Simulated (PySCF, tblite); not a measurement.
# C7H11N: dynamics, then NMR shifts on frames, part 2 of 2

tblite 0.8.0 and PySCF 2.14.0. Atoms count from 0. The steps go on from the part before.

### 6 Nuclear shieldings: 800 fs, PBE0/pcSseg-1

The job: settings as JSON, then the geometry in Å.

```
{"job": {"kind": "nmr", "xc": "PBE0", "basis": "pcSseg-1", "pop": false}, "charge": 0, "multiplicity": 1}
C      2.974100    -0.952000    -0.206800
N      2.104300    -0.377300     0.497300
C      1.421100     0.756900     0.018500
C      0.982800     1.804500     1.176100
C      0.002200     0.960500     0.467800
C     -1.259500     1.183700    -0.300500
C     -1.189800     0.101200     0.725800
C     -1.043800    -1.362500     0.446100
H      3.229700    -0.607900    -1.214300
H      3.339000    -1.858500     0.230000
H      1.805800     1.180100    -0.960600
H      1.013400     2.847500     0.894100
H      1.218200     1.587500     2.200200
H     -1.380600     0.948000    -1.381000
H     -1.722100     2.112900    -0.096600
H     -1.720400     0.267700     1.609000
H     -0.411100    -1.464100    -0.441300
H     -1.952900    -1.923100     0.311500
H     -0.529700    -1.867400     1.267200
```

With the program's defaults for keys left out, this is: GIAO PBE0/pcSseg-1 NMR shielding, non-relativistic, gas phase.

Output:

```text
coarse grid: 15488 points
cycle   1  E = -327.4775050856  dE =  1.237e+00  |g| = 4.123e-01  |ddm| = 3.893e+00
cycle   2  E = -327.4531786868  dE =  2.433e-02  |g| = 5.408e-01  |ddm| = 9.731e-01
cycle   3  E = -327.5229722922  dE = -6.979e-02  |g| = 1.168e-01  |ddm| = 5.855e-01
cycle   4  E = -327.5255980399  dE = -2.626e-03  |g| = 4.077e-02  |ddm| = 1.050e-01
cycle   5  E = -327.5259501477  dE = -3.521e-04  |g| = 1.106e-02  |ddm| = 4.260e-02
cycle   6  E = -327.5259793674  dE = -2.922e-05  |g| = 2.224e-03  |ddm| = 1.298e-02
cycle   7  E = -327.5259804795  dE = -1.112e-06  |g| = 3.972e-04  |ddm| = 2.618e-03
final grid: 148544 points
cycle   8  E = -327.5728275150  dE = -4.972e-05  |g| = 8.382e-03  |ddm| = 4.112e-02
cycle   9  E = -327.5728200794  dE =  7.436e-06  |g| = 1.008e-02  |ddm| = 1.882e-02
cycle  10  E = -327.5728452492  dE = -2.517e-05  |g| = 2.185e-03  |ddm| = 1.120e-02
cycle  11  E = -327.5728463212  dE = -1.072e-06  |g| = 3.101e-04  |ddm| = 1.803e-03
cycle  12  E = -327.5728463375  dE = -1.626e-08  |g| = 1.405e-04  |ddm| = 3.665e-04
cycle  13  E = -327.5728463421  dE = -4.630e-09  |g| = 2.187e-05  |ddm| = 1.566e-04
cycle  14  E = -327.5728463422  dE = -9.868e-11  |g| = 6.744e-06  |ddm| = 3.028e-05
converged SCF energy = -327.5728463422

GIAO shielding tensors (ppm)
atom      isotropic    diamagn.    paramagn.     s11        s22        s33       span
  0 C       34.669     256.711    -222.042    -74.498     57.979    120.526    195.024
  1 N     -160.305     327.956    -488.261   -524.991   -197.845    241.919    766.910
  2 C      124.949     249.238    -124.289     80.550     96.973    197.325    116.775
  3 C      160.669     254.987     -94.318    131.761    160.262    189.985     58.224
  4 C      155.760     251.546     -95.786     95.318    165.978    205.984    110.667
  5 C      168.737     251.670     -82.932    141.780    167.108    197.325     55.545
  6 C      170.739     249.252     -78.513    139.518    170.914    201.785     62.267
  7 C      168.977     247.558     -78.581    158.962    161.076    186.893     27.930
  8 H       23.659      30.748      -7.090     19.250     24.363     27.363      8.113
  9 H       24.547      29.834      -5.287     22.143     22.673     28.826      6.683
 10 H       27.637      31.395      -3.758     23.512     26.438     32.960      9.449
 11 H       30.331      31.606      -1.275     24.657     27.423     38.914     14.258
 12 H       30.153      31.872      -1.719     24.197     28.160     38.103     13.906
 13 H       30.212      31.354      -1.142     24.855     27.724     38.057     13.202
 14 H       31.425      31.967      -0.542     25.288     28.356     40.632     15.343
 15 H       31.112      32.213      -1.100     24.201     29.137     39.999     15.798
 16 H       31.310      32.433      -1.123     25.878     31.041     37.012     11.133
 17 H       30.649      29.621       1.028     25.882     27.468     38.596     12.714
 18 H       30.074      30.883      -0.809     25.056     28.404     36.762     11.706
```

Wall time 80 s (1 thread of Intel Xeon at 2.50GHz, shared host); peak memory 0.87 GiB.

Key values: δ C0 152.3, C2 62.0, C4 31.2, C3 26.3, H8 8.06, H9 7.17 ppm.

### 7 Shielding tensors: 1000 fs, PBE0/pcSseg-1

The job: settings as JSON, then the geometry in Å.

```
{"job": {"kind": "nmr", "xc": "PBE0", "basis": "pcSseg-1", "pop": false}, "charge": 0, "multiplicity": 1}
C      3.343100    -0.451200    -0.206700
N      2.167600    -0.342700     0.204000
C      1.473300     0.795200    -0.106100
C      1.030000     1.598300     1.091500
C      0.049700     0.930300     0.171900
C     -1.156400     1.307100    -0.626900
C     -1.187900     0.082800     0.269400
C     -1.159000    -1.261700    -0.253900
H      3.928900     0.253900    -0.797000
H      3.882300    -1.383600    -0.061900
H      1.811900     1.371100    -0.992500
H      1.128800     2.692600     1.006600
H      1.104500     1.176000     2.085200
H     -1.225700     1.307600    -1.668100
H     -1.610300     2.196000    -0.264400
H     -1.758100     0.289600     1.191700
H     -0.635100    -1.269900    -1.224100
H     -2.139300    -1.670400    -0.350800
H     -0.551100    -1.981900     0.370400
```

Method: GIAO PBE0/pcSseg-1 NMR shielding, non-relativistic, gas phase.

Output:

```text
coarse grid: 15488 points
cycle   1  E = -327.4730424102  dE =  1.430e+00  |g| = 4.200e-01  |ddm| = 3.944e+00
cycle   2  E = -327.4448371662  dE =  2.821e-02  |g| = 5.603e-01  |ddm| = 1.015e+00
cycle   3  E = -327.5201915389  dE = -7.535e-02  |g| = 1.245e-01  |ddm| = 6.178e-01
cycle   4  E = -327.5232966987  dE = -3.105e-03  |g| = 3.789e-02  |ddm| = 1.138e-01
cycle   5  E = -327.5235967172  dE = -3.000e-04  |g| = 1.007e-02  |ddm| = 4.000e-02
cycle   6  E = -327.5236198316  dE = -2.311e-05  |g| = 2.589e-03  |ddm| = 1.250e-02
cycle   7  E = -327.5236213437  dE = -1.512e-06  |g| = 4.502e-04  |ddm| = 2.835e-03
final grid: 148544 points
cycle   8  E = -327.5701266189  dE = -4.765e-05  |g| = 8.595e-03  |ddm| = 4.290e-02
cycle   9  E = -327.5701190687  dE =  7.550e-06  |g| = 1.030e-02  |ddm| = 1.907e-02
cycle  10  E = -327.5701453325  dE = -2.626e-05  |g| = 2.118e-03  |ddm| = 1.123e-02
cycle  11  E = -327.5701463271  dE = -9.946e-07  |g| = 3.137e-04  |ddm| = 1.794e-03
cycle  12  E = -327.5701463435  dE = -1.645e-08  |g| = 1.425e-04  |ddm| = 3.934e-04
cycle  13  E = -327.5701463483  dE = -4.796e-09  |g| = 2.273e-05  |ddm| = 1.565e-04
cycle  14  E = -327.5701463484  dE = -1.103e-10  |g| = 6.036e-06  |ddm| = 2.965e-05
converged SCF energy = -327.5701463484

GIAO shielding tensors (ppm)
atom      isotropic    diamagn.    paramagn.     s11        s22        s33       span
  0 C       34.549     249.800    -215.251    -63.887     43.831    123.701    187.589
  1 N     -129.893     325.616    -455.508   -472.986   -179.330    262.639    735.625
  2 C      134.489     248.396    -113.906     96.450    119.817    187.200     90.750
  3 C      166.493     254.412     -87.920    141.957    163.568    193.952     51.995
  4 C      159.338     252.388     -93.050     97.736    180.634    199.643    101.906
  5 C      170.321     252.072     -81.750    142.246    171.513    197.206     54.960
  6 C      168.061     247.967     -79.905    142.603    161.757    199.824     57.221
  7 C      169.735     245.510     -75.775    156.132    165.816    187.255     31.123
  8 H       23.829      28.883      -5.053     20.967     24.114     26.407      5.440
  9 H       24.778      28.745      -3.968     22.928     24.052     27.354      4.426
 10 H       28.057      31.737      -3.680     22.488     27.402     34.280     11.792
 11 H       30.160      31.216      -1.056     24.696     26.847     38.939     14.243
 12 H       30.395      31.759      -1.365     24.607     28.451     38.127     13.520
 13 H       31.828      33.500      -1.672     26.675     29.267     39.541     12.867
 14 H       31.672      32.207      -0.535     25.362     28.424     41.229     15.866
 15 H       29.777      30.307      -0.530     22.899     27.756     38.676     15.777
 16 H       30.774      30.394       0.380     26.443     29.158     36.721     10.278
 17 H       30.550      28.716       1.834     25.430     27.532     38.687     13.257
 18 H       28.917      28.871       0.046     23.527     27.324     35.899     12.372
```

Run time: 78 s. Hardware: 1 thread of Intel Xeon at 2.50GHz, shared host; peak memory 0.88 GiB.

In short: δ C0 152.4, C2 52.4, C4 27.6, C3 20.4, H8 7.89, H9 6.94 ppm.

### 8 Side by side: NMR shifts

Shifts (ppm) of some atoms, chosen among heavy atoms and hydrogens apart, with basis size and wall time:

```tsv
frame	C2	C4	C3	C6	H15	H12	N1	functions	time
250 fs	58.6	27.5	24.3	23.8	2.98	2.55	437.4	191	1.7 min
425 fs	62.3	26.5	22.0	16.5	0.63	1.56	408.4	191	78 s
625 fs	51.2	36.4	21.3	16.9	1.24	0.58	418.3	191	79 s
800 fs	62.0	31.2	26.3	16.2	0.60	1.56	428.0	191	80 s
1000 fs	52.4	27.6	20.4	18.9	1.94	1.32	397.6	191	78 s
```

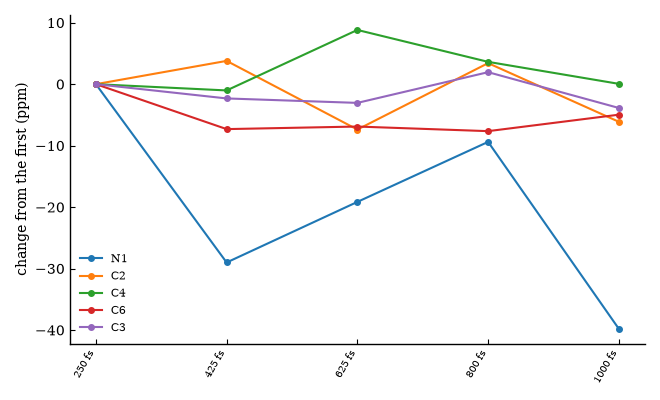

How five of the tabulated atoms move from run to run.

### 9 What came out

What follows sums up all 2 parts.

```
                                      quantity                                                                 value
                                    thermostat                                                                 200 K
                 mean temperature, second half                                                                 208 K
       mean potential energy above the minimum                                                               0.44 eV
13C shifts against TMS (PBE0/pcSseg-1, 250 fs)                         154.8, 58.6, 27.5, 24.3, 23.8, 18.0, 15.5 ppm
 1H shifts against TMS (PBE0/pcSseg-1, 250 fs)  8.09, 7.01, 3.63, 2.98, 2.55, 1.77, 1.31, 1.20, 0.94, 0.62, 0.11 ppm
15N shifts against NH3 (PBE0/pcSseg-1, 250 fs)                                                             437.4 ppm
         surface potential, 1st and 99th percentile                                                    -1.63 V and 0.75 V
                      range of the shift of N1                                                    397.6 to 437.4 ppm
```

**Reading.** In the second half the potential energy averages 0.44 eV above the minimum; equipartition over 51 harmonic modes at 200 K would give 0.44 eV. With 19 atoms the temperature swings widely (64 to 276 K). Shifts at one fixed geometry are not the observed spectrum, which averages over the motion. In the first frame run (250 fs): The largest span, 822 ppm, is at N1, where the paramagnetic term is -498 ppm. At PBE0/pcSseg-1, counted by nearest atom on the grid, the HOMO lies on N1 51 %; H10 11 %, the LUMO on N1 34 %; C0 32 %. In ppm, N1 moves most: its shift spreads over 39.8 ppm, from 397.6 (1000 fs) to 437.4 (250 fs).
